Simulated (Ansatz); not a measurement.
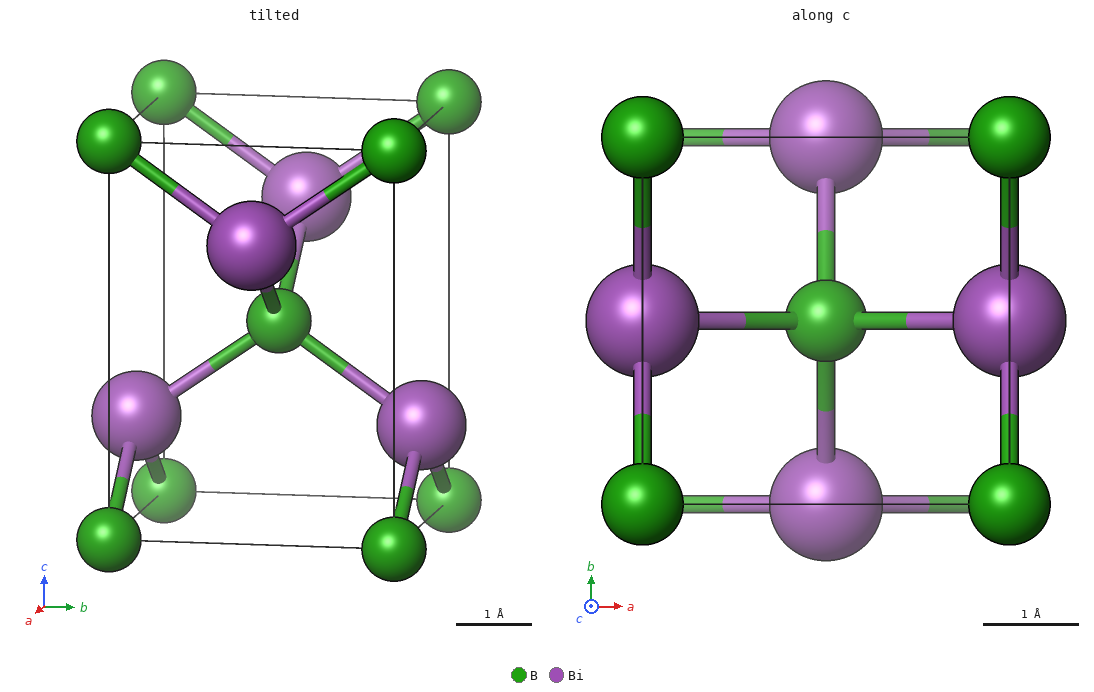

Shown here is a ball-and-stick view of the crystal, taken slightly off an axis and along the c axis. The wireframe shows the conventional unit cell.

BiB, space group I-4m2 (No. 119), a = 3.882 Å, b = 3.882 Å, c = 5.407 Å, α = 90.00°, β = 90.00°, γ = 90.00°. The initial geometry was a structure type filled with these elements by a generator (whether the compound takes this form wasn't checked). The cell was then strained or its atoms displaced on purpose. It was run through Ansatz as a DFT input.

This one geometry was computed with Ansatz (DFT, plane waves, PAW) at three levels of theory: HSE06, r2SCAN and PBE. It was relaxed with r2SCAN and then strained.

Which level gives the highest pressure at this volume, and what does that say about its equilibrium volume?

Answer. Highest: PBE (2.5 GPa), which points to the largest equilibrium volume. Lowest, with the smallest volume: HSE06 (-0.6 GPa). Levels within 0.5 GPa of each other can't be told apart.

How does the band gap change with the level of theory?

Answer. PBE: a gap of 0.32 eV, direct; r2SCAN: a gap of 0.42 eV, direct; HSE06: a gap of 0.92 eV, indirect.

Collect the results in a table.

Answer.
| level | cutoff (eV) | k-mesh of the run's cell | gap (eV) | pressure (GPa) |
| --- | --- | --- | --- | --- |
| HSE06 | 420 | 6×6×6 | 0.92 | -0.6 |
| r2SCAN | 500 | 8×8×8 | 0.42 | 1.2 |
| PBE | 420 | 8×8×8 | 0.32 | 2.5 |

Gaps are taken on the k-mesh or band path of each run.
